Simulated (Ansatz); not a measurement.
The reference is Na$_{2}$Te in the anti-fluorite structure (space group Fm-3m, No. 225; a = 7.2460 Å).

Now apply this change: an isotropic linear strain of +1.50 %, atoms relaxed at fixed cell.

Method: PBEsol (Ansatz, a program for electronic structure; PAW; 420 eV plane waves; no spin-orbit coupling).

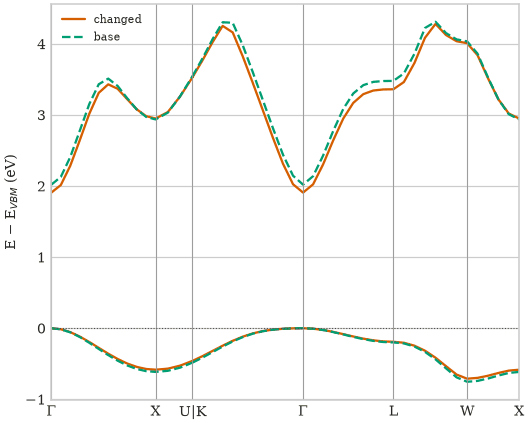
Figure. Highest valence and lowest conduction band along the path, each from its own valence-band maximum

### Question
Read the changed gap and its character from the plot.

### Answer
About 1.9 eV, direct at Γ.

Spin-orbit coupling, missing from the scalar runs, can matter with Te. Whether these cells are dynamically stable was not tested.
